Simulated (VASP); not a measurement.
Band structure of YB$_{2}$ (space group P6/mmm). These are PBEsol GGA, VASP's PBE PAW potentials (set 64) (plane waves; VASP) values and carry that method's errors.

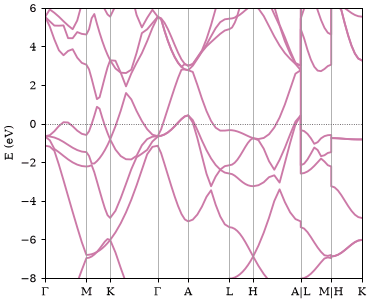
*Bands along high-symmetry lines, zero at the valence-band maximum or, without a gap, the Fermi level*

Question: Read the plot: is there a gap, and where are the band edges?

Answer: It has no gap at this level: it comes out as a metal or semimetal. (Edges off the drawn lines would not show.)

The structure comes from a computed database's YB2 entry (P6/mmm); how it stands against other phases isn't given here. It was relaxed first. The electron count is odd and the run is not spin-polarised, which forces a metal.
